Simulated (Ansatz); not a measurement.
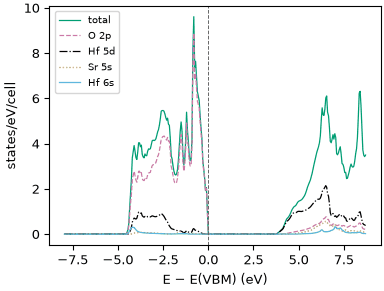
Figure. Total and projected density of states of SrHfO$_{3}$ in space group P4mm (No. 99; Sr on 1b, Hf on 1a, O on 2c, O on 1a), the program Ansatz at the LDA level (PAW)

Which orbitals carry the states next to the gap?

Top 1 eV of the valence band: O 2p 94 %. Bottom 1 eV of the conduction band: Hf 5d 82 %, O 2p 6 %, outside the projected shells 11 %. Projections are on Löwdin-orthogonalised atomic valence shells; empty p or d shells of many metals are not among them.

Where is the tallest occupied peak in this window, and what makes it?

Near -0.8 eV, about 9.6 states/eV per cell; the largest projected share is O 2p.

The first step of the workflow began from a Materials Project structure, measured or hypothetical; the Crystallography Open Database copy checked does not list it. COD files the formula under space group No. 62, 63, 221, so this cell is another polymorph or a model. Its standing as an ambient phase is unchecked. The cell was relaxed with LDA under the symmetry of its start. At this level the phase is dynamically unstable (imaginary phonons). No spin polarisation was allowed. Spin–orbit coupling is left out wherever it is not named.

Potentials: the later of the program's two PAW sets.
